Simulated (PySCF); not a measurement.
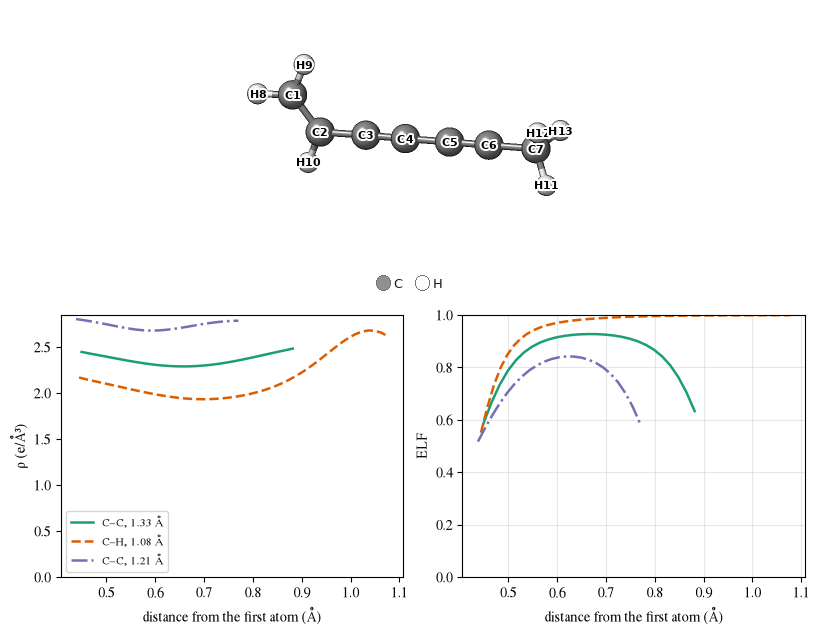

The picture shows: C$_{7}$H$_{6}$. Electron density and electron localisation function along straight lines between neighbouring atoms. The curves leave out the atomic cores. The structure is drawn too.

Geometry: GFN2-xTB.

Theory: PySCF, PBE0/pcSseg-1, SCF density, gas phase, non-relativistic.

```xyz
13

C    -3.6466    0.7468   -0.3350
C    -2.8676   -0.3305   -0.3944
C    -1.4673   -0.2806   -0.3236
C    -0.2566   -0.2554   -0.2571
C     1.0954   -0.2189   -0.1857
C     2.3013   -0.1867   -0.1209
C     3.7402   -0.1474   -0.0486
H    -4.7189    0.6695   -0.3884
H    -3.2335    1.7366   -0.2315
H    -3.2939   -1.3222   -0.5007
H     4.1276   -1.1178    0.2638
H     4.0595    0.6085    0.6697
H     4.1558    0.0986   -1.0265
```

Q: What can be read from the curves?

A: C–C (1.33 Å): the density is about 2.3 e/Å³ at the midpoint; the ELF peaks at about 0.95 between the atoms: a multiple bond.
C–H (1.08 Å): ρ is about 2.1 e/Å³ halfway; the ELF climbs to about 1 towards the hydrogen, as it does in any bond to H: a covalent bond by its length.
C–C (1.21 Å): ρ is about 2.7 e/Å³ halfway; the ELF peaks at about 0.85 between the atoms (a short, multiple covalent bond).
